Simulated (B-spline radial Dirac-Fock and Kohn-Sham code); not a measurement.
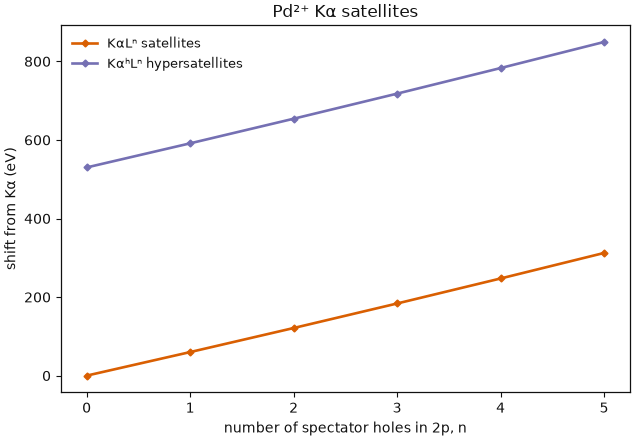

Shifts of Kα satellites and hypersatellites with the number of spectator holes in 2p, counted from the Kα line without spectators. The figure is for Pd²⁺, configuration [Kr] 4d7 5s1, which is not the ground configuration. Level of theory: Dirac–Fock ΔSCF (average of configuration, Fermi nucleus, Breit and QED terms, no correlation); calculated with a B-spline radial atomic code.

**How far above Kα is the hypersatellite?**

530 eV as an average over the ¹P and ³P final terms; Kα itself is at 21.122 keV.

**What does the first 2p spectator hole do to the line, and why?**

It shifts it up by 60.0 eV: the missing electron screens the nucleus less, and the 1s binding energy rises more than the 2p one.

**What is the shift of the ordinary satellite (one 1s hole) with 5 spectator holes?**

312 eV.
